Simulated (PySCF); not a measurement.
## A study: BCl$_{3}$, SMILES `ClB(Cl)Cl`

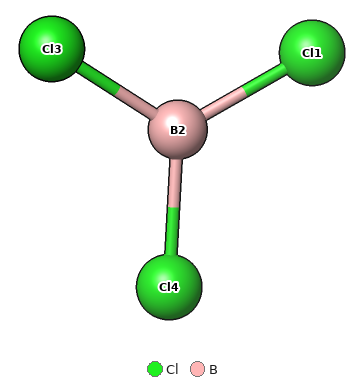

The molecule, with its atoms numbered as below. No frequency check shows the geometry to be a minimum.

Cartesian coordinates (Å):

```
Cl1     -1.7201   -0.1071    0.0000
B2       0.0001    0.0000    0.0000
Cl3      0.9528   -1.4361    0.0000
Cl4      0.7673    1.5432    0.0000
```

Part 1: Bonding charge

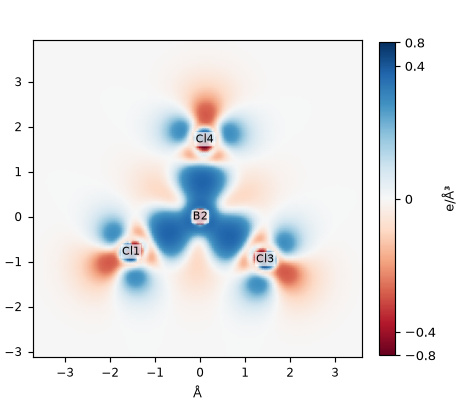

Deformation density (molecule less spherical, spin-averaged free atoms) in the molecular plane; colour scale in e/Å³, logarithmic beyond ±0.1; blue: gain, red: loss.

Level of theory: PBE0/def2-TZVP (PySCF), at a geometry from GFN2-xTB.

Q: Describe the bonding that the map shows.

A: B2–Cl3, B2–Cl4 and Cl1–B2: +0.27 e/Å³ at the bond critical point (bond length 1.72 Å, Mayer order 1.3). In all, 0.8 electrons gather in the regions of gain relative to the promolecule.

Q: Where do the Hirshfeld charges lie?

A: The highest Hirshfeld charge is on B2 (+0.14 e), the lowest on Cl1, Cl3 and Cl4 (−0.05 e).

Part 2: Bond critical points

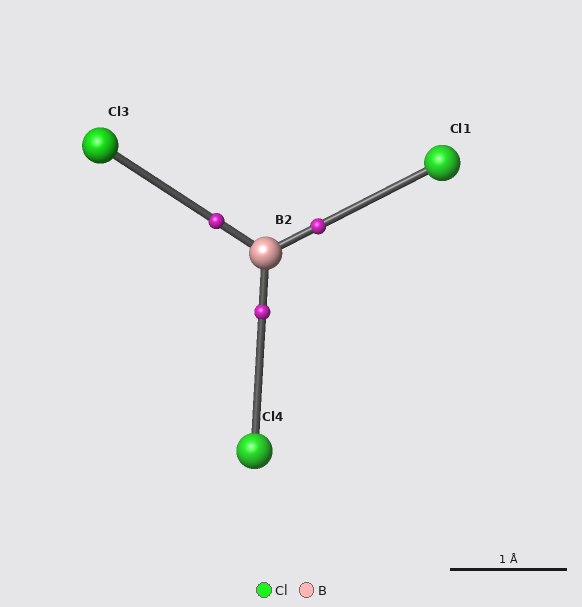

Molecular graph of the electron density (QTAIM): bond paths, bond critical points (magenta), ring points (cyan, if any); weak paths are dashed.

Q: How many critical points of each kind are there, and does the count close?

A: 4 nuclei, 3 bond, 0 ring and 0 cage critical points: 4 − 3 + 0 − 0 = 1, as the Poincaré–Hopf relation requires.

Q: Tabulate density, Laplacian, ellipticity and energy density at the bond critical points (atomic units).

A:
```json
{"bond": "B2–Cl3 (3 alike)", "length (Å)": "1.723", "ρ (a.u.)": "0.162", "∇²ρ (a.u.)": "−0.01", "ε": "0.07", "H (a.u.)": "−0.165"}
```

Q: What kind of interaction is B2–Cl3?

A: Shared-shell (covalent): ρ = 0.162, ∇²ρ = −0.01, H = −0.165 a.u.

Part 3: Local ionisation energy

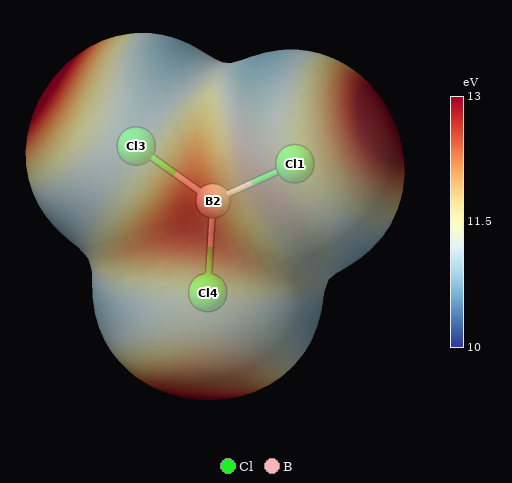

Average local ionisation energy on the surface of electron density 0.001 a.u.

Q: Locate the minima of the map.

A: The lowest value is 10.8 eV, 2.1 Å from Cl4, and at like points elsewhere. For comparison, the highest occupied orbital lies at −9.1 eV.

Part 4: In an electric field

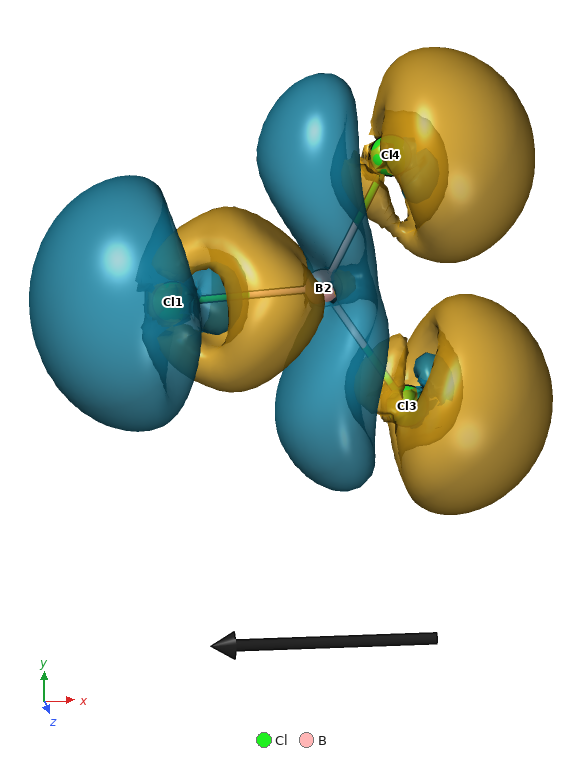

Change of the electron density in a uniform field of 0.21 V/Å along −x (arrow), surfaces at ±0.001 e/Å³ (yellow: gain, teal: loss).

PySCF calculation, PBE0/def2-TZVP, gas phase; geometry: GFN2-xTB. A basis without diffuse functions makes polarisabilities too small.

The field was applied in both directions; the picture shows the one opposite to the script's first.

Q: What dipole is induced, and what polarisability does it imply?

A: The induced dipole is 0.56 D (along the field); α along this axis, from the fields in both directions, is 55 bohr³ (8.2 Å³).

Part 5: Removing or adding an electron

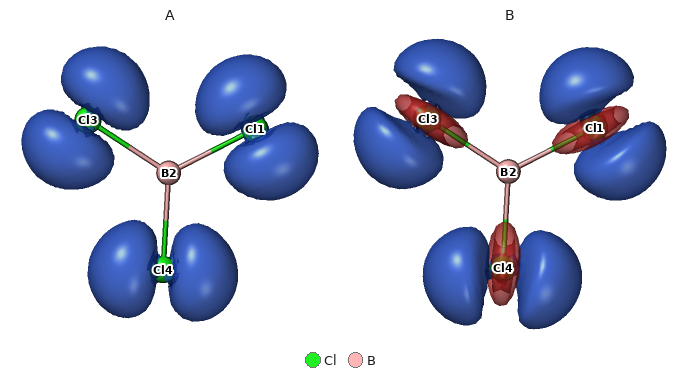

The Fukui function f⁻ from two separate SCF calculations and the density of the HOMO, at ±0.02 e/Å³ (blue positive, red negative).

Computed with PySCF, PBE0/def2-TZVP, geometry: GFN2-xTB.

Q: Which panel is which, and how good is the frozen-orbital picture?

A: B is f⁻ (it has negative regions), A the HOMO density. The HOMO lies on Cl1, Cl3 and Cl4 (32 % each); f⁻ (Hirshfeld-condensed) is largest on Cl1, Cl3 and Cl4 (0.31 each); the vertical ionisation energy is 11.28 eV (the stability of the cation's solution wasn't checked). Relaxation shifts 3 % of the electron between atoms. The orbital energy is −9.06 eV.

The PySCF runs shown took 3.4 s, 8.2 s and 9.1 s on 1 thread of AMD EPYC 9R45 96-Core Processor (Zen 5), with other jobs on the host.
